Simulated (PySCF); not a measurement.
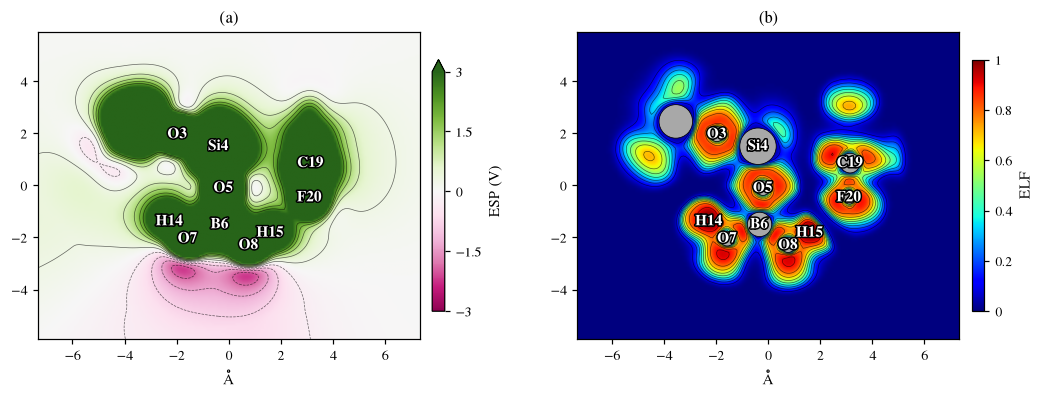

BH₇O₅Si₂···C₂F₄ (SMILES O[SiH2]O[SiH2]OB(O)O.FC(F)=C(F)F). (a) electrostatic potential; (b) ELF on the plane of atoms O5, B6 and O7. Grey discs cover the atomic cores in the ELF map.

Geometry: GFN1-xTB.

Theory: PySCF, PBE0-D3(BJ)/def2-SVP, SCF density, gas phase.

Input

```
{"job": {"kind": "inter", "xc": "PBE0", "basis": "def2-SVP", "disp": "d3bj", "pairs": false}, "charge": 0, "multiplicity": 1, "parts": [{"atoms": "0-14", "charge": 0, "multiplicity": 1}, {"atoms": "15-20", "charge": 0, "multiplicity": 1}]}
O     -0.863215     1.113621    -2.727392
Si    -0.166716     2.147702    -1.720969
O      0.487954     1.414658    -0.387649
Si     1.139974     0.725337     0.966632
O      0.454017    -0.689369     1.346977
B     -0.314682    -1.858638     1.444049
O     -1.351991    -2.038730     0.586835
O     -0.028886    -2.795347     2.378673
H     -1.263696     0.531416    -3.355954
H     -1.191081     3.038281    -1.234807
H      0.922282     2.777894    -2.425021
H      0.883345     1.628210     2.062530
H      2.528841     0.461886     0.679625
H     -1.456827    -1.309129    -0.028289
H      0.729446    -2.592470     2.930810
F      3.467124     1.539805     3.965430
C      2.769950     0.437586     4.138891
F      1.721650     0.600018     4.917109
C      3.105978    -0.726748     3.608822
F      2.408670    -1.833225     3.805285
F      4.164662    -0.911724     2.851201
```

Command:

```sh
OMP_NUM_THREADS=1 python cluster_run.py task.json out
```

Question: Describe what can be read from this map.

Answer: Atoms in the plane: O, Si, B, H, C and F.
F20···H15 (2.04 Å): the ELF dips to about 0.05 between them; a closed-shell contact with the geometry of a hydrogen bond.
C–F (1.32 Å): the ELF peaks at about 0.85 between the atoms; a polar covalent bond.
B–O (1.35 Å): the ELF peaks at about 0.90 between the atoms, as expected for a short, strongly polar bond.
Si–O (1.62 Å): the ELF peaks at about 0.85 between the atoms: a polar covalent bond.
O–H (0.96 Å): the ELF climbs to about 1 towards the hydrogen, as it does in any bond to H; an ordinary covalent bond to hydrogen.
The ELF also peaks beside O8, O7, F20 and O3, away from the bonds: lone-pair regions.
Outside the dense part of the complex the potential is most negative (−2.2 V) near O8.
